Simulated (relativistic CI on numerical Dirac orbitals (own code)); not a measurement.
**Sr¹⁹⁺: E1 transition arrays**

Aim: all E1 lines from the first configuration of Sr¹⁹⁺, summed into arrays with their mean energies and widths.

The numbers are computed with relativistic CI on numerical Dirac orbitals (own code) version 3 (Dirac-Coulomb-Breit CI, KLI orbitals optimised for each configuration, model QED (radiative potential, 1s self-energy scaled to tabulated hydrogen-like ionisation energies), valence Slater integrals scaled by 0.9, whole transition arrays), except any that are marked as measured or tabulated.

### Step 1. The system

| Item | Value |
| --- | --- |
| ion | Sr¹⁹⁺ (Sr XX) |
| nuclear charge | 38 |
| electrons | 19 |
| isotope | A = 88 |
| configurations | [Ar] 3d; [Ar] 4f; [Ne] 3s2 3p5 3d2; [Ar] 4p; [Ar] 5f |

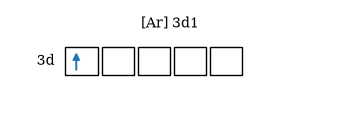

Occupation of the outer shells (arrows by Hund's rule).

### Step 2. Main run

Input settings:

```ini
atom Sr  Z=38  charge=19  electrons=19
nucleus A=88  rms_radius_fm=4.2240
hamiltonian dirac-coulomb  breit=on  qed=on  c_scale=1
orbitals kli  potential=per-configuration
slater_scale 0.9
correlation none
mixing on
configurations
  [Ar] 3d
  [Ar] 4f
  [Ne] 3s2 3p5 3d2
  [Ar] 4p
  [Ar] 5f
end
arrays E1 from the first configuration
```

### Step 3. Without configuration mixing

Changes to the settings of step 2:

```diff
@@ -6,3 +6,3 @@
 correlation none
-mixing on
+mixing off
 configurations
```

### Step 4. Slater integrals scaled by 1

Changes to the settings of step 3:

```diff
@@ -4,5 +4,5 @@
 orbitals kli  potential=per-configuration
-slater_scale 0.9
+slater_scale 1
 correlation none
-mixing off
+mixing on
 configurations
```

### Step 5. Slater integrals scaled by 0.8

Changes to the settings of step 4:

```diff
@@ -4,3 +4,3 @@
 orbitals kli  potential=per-configuration
-slater_scale 1
+slater_scale 0.8
 correlation none
```

(Steps that only read results are left out.)

Before running it: what results should come out? Wanted: strongest array, main run; lines in all.

The runs gave:

The array to 3p5 3d2, the strongest of the main run, in each run:

| run | time | mean (eV) | width (eV) | gf sum | strongest line (nm) | strongest array of the run |
| --- | --- | --- | --- | --- | --- | --- |
| main run | 0.23 s | 141.92 | 7.99 | 19.18 | 8.467 | 3p5 3d2 |
| without configuration mixing | 0.23 s | 141.92 | 7.91 | 19.51 | 8.466 | 3p5 3d2 |
| Slater integrals scaled by 1 | 0.23 s | 144.92 | 8.50 | 19.54 | 8.276 | 3p5 3d2 |
| Slater integrals scaled by 0.8 | 0.23 s | 138.92 | 7.50 | 18.82 | 8.664 | 3p5 3d2 |

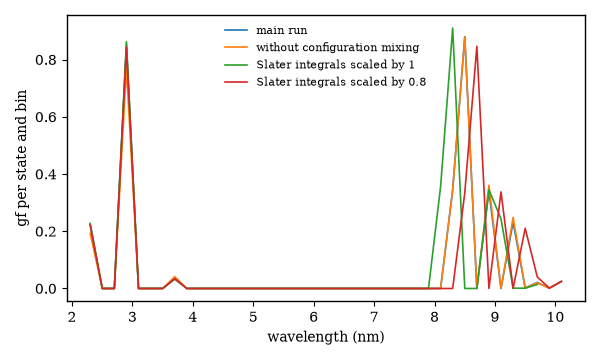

The binned spectra of all runs.

| quantity | value |
| --- | --- |
| strongest array, main run | to 3p5 3d2, 60 lines |
| its mean and width | 141.9 ± 8.0 eV (8.74 nm) |
| its share of all gf | 63 % |
| lines in all | 69 |

What this shows: The array to 3p5 3d2 carries 63 % of the oscillator strength, around 8.74 nm. Configuration mixing hardly touches it. All levels of the first configuration count with their statistical weight; no plasma population is modelled.
